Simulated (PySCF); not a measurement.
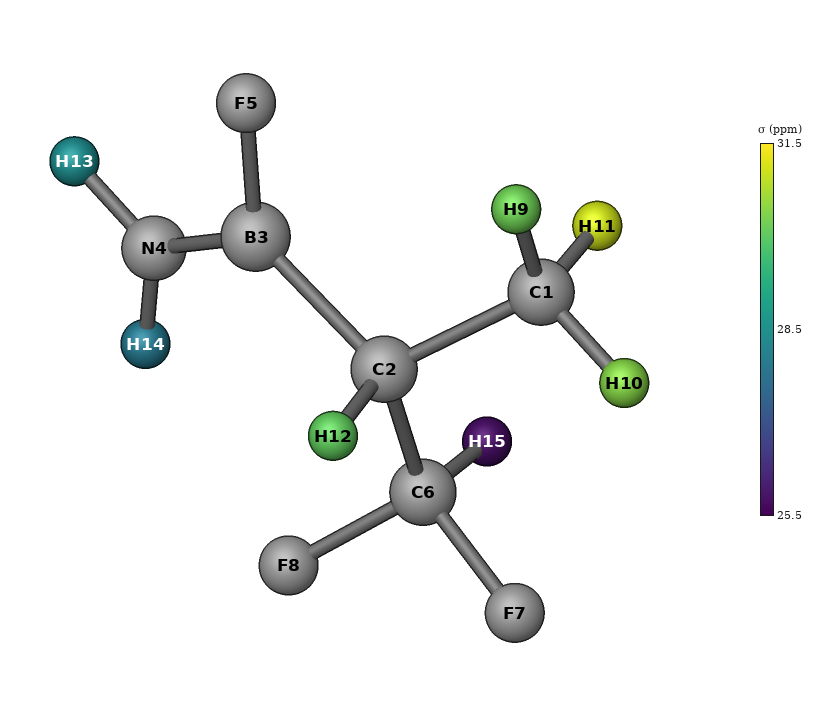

Atoms are coloured by their isotropic NMR shieldings (H only, the others grey). Computed geometry: GFN2-xTB optimisation. No frequency run is at hand to confirm it as a minimum. Level of theory: GIAO PBE0/pcSseg-1 NMR shielding, non-relativistic, gas phase (PySCF 2.14.0).

Give the isotropic NMR shieldings of the H atoms atom by atom.

| atom | σ (ppm) |
| --- | --- |
| H9 | 30.21 |
| H10 | 30.41 |
| H11 | 31.03 |
| H12 | 30.07 |
| H13 | 28.39 |
| H14 | 27.94 |
| H15 | 25.77 |

The geometry is semi-empirical. Around B such bond lengths and angles can be off by a tenth of an ångström or more and by several degrees, and values that hang on the shape move with them.
